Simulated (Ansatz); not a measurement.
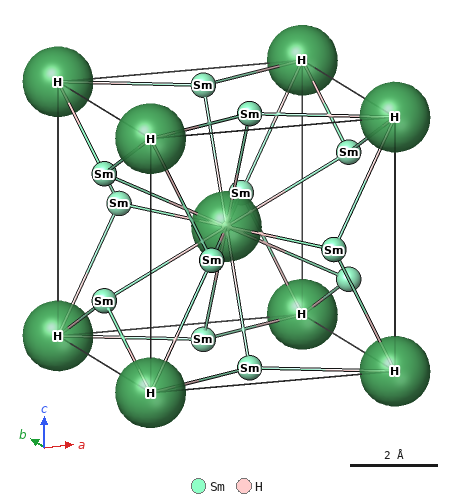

Sm3H. Isosurface of the ELF at 0.85 (green), seen slightly off an axis. Only the valence region is drawn (cores and ρ < 0.01 e/Å³ removed). Sticks mark near contacts.

Space group Pm-3n; a structure generated by program, which may or may not match a known phase; computed without spin polarisation; no Hubbard U on the f states and no spin–orbit coupling.

Method: DFT PBE, scalar-relativistic, plane waves, PAW; 4f electrons in the core of a trivalent norm-conserving potential in Ansatz 0.2.0.

Core electrons are replaced by pseudopotentials, and the valence fields are smoothed inside the atomic spheres.

```
Sm H
1.0
     6.06965    0.00000    0.00000
     0.00000    6.06965    0.00000
     0.00000    0.00000    6.06965
Sm H
6 2
Direct
  0.25000 0.00000 0.50000
  0.75000 0.00000 0.50000
  0.00000 0.50000 0.25000
  0.00000 0.50000 0.75000
  0.50000 0.75000 0.00000
  0.50000 0.25000 0.00000
  0.00000 0.00000 0.00000
  0.50000 0.50000 0.50000
```

**Describe the localisation domains.**

At this value the surface marks out two regions around hydrogen nuclei, counted in one cell of 8 atoms. Any copies at cell faces, edges or corners count once. Along the contacts the grid gives the following. Sm–H (3.39 Å): the ELF climbs to about 1 towards the hydrogen.
